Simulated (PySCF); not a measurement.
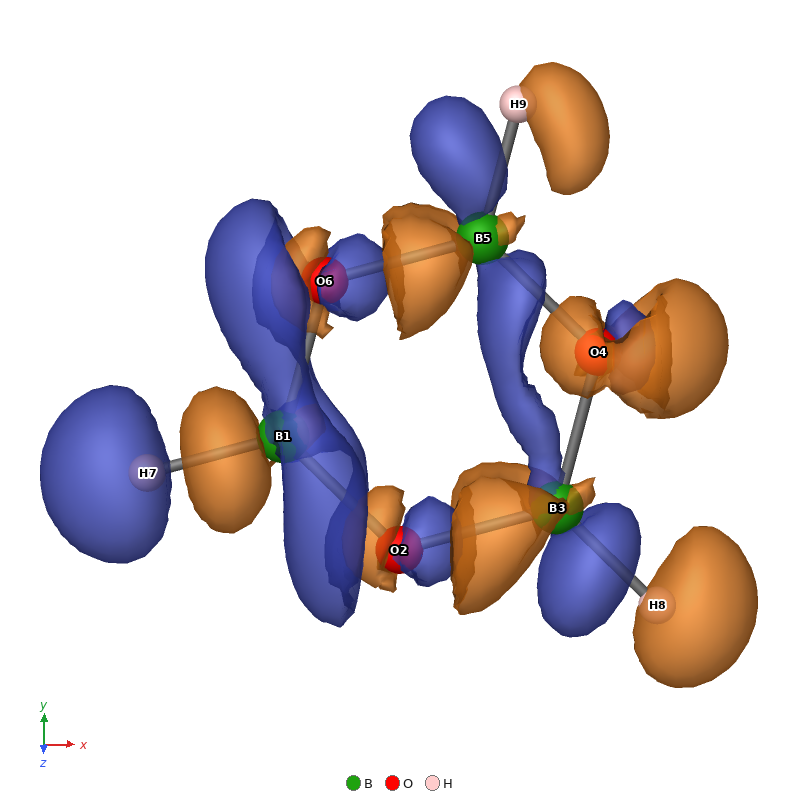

*B3H3O3, SMILES `B1OBOBO1`. Change of the electron density in a uniform field of 0.41 V/Å, surfaces at ±0.004 e/Å³ (orange: gain, blue: loss).*

Method: ωB97X/6-31+G*; geometry: GFN2-xTB; program: PySCF. No frequency check shows the geometry to be a minimum. The basis has diffuse s and p functions alone, which still leaves polarisabilities too small, most of all across bonds.

The field was applied in both directions; the picture shows the one opposite to the script's first.

Along which Cartesian direction does the field point?

Answer. Along −x: electrons gather on the +x side, against the field.

How large is the response?

Answer. The induced dipole is 0.95 D (along the field); α along this axis, from the fields in both directions, is 47 bohr³ (6.9 Å³).
